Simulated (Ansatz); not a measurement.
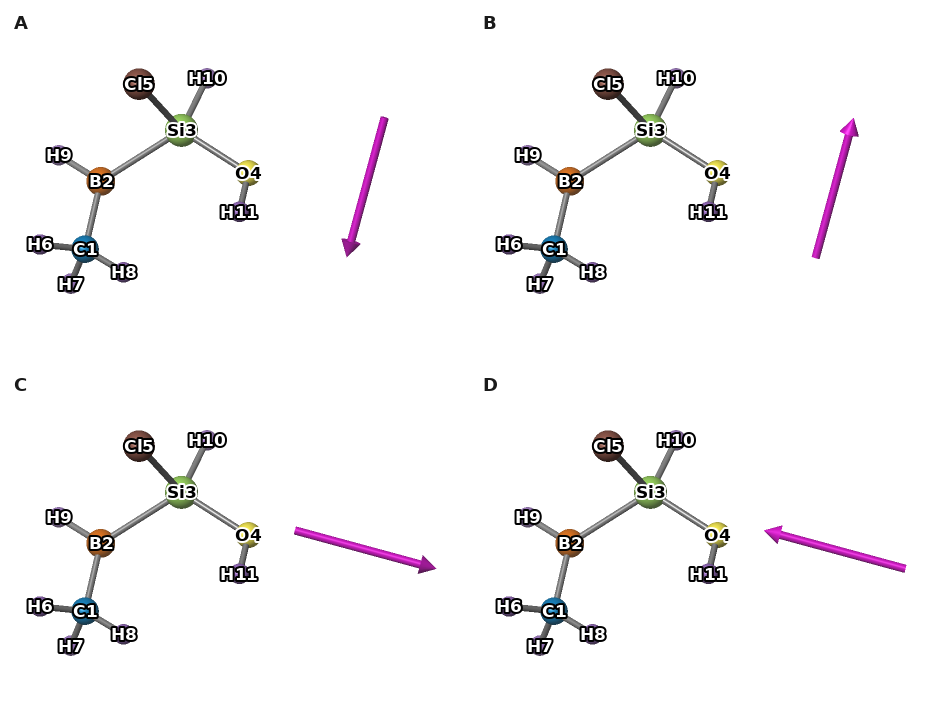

The same molecule four times, each with an arrow. The computed structure is the end point of a PBE-D4/def2-SVP optimisation. No frequency run is at hand to confirm it as a minimum. Level of theory: RKS PBE-D4/def2-SVP (Ansatz 0.2.0).

> Which arrow points along the dipole moment, from the negative to the positive end?

A. The dipole moment is 2.60 D; it points from the side of Cl5, H10 to the side of H7 (the outermost atoms at the two ends).
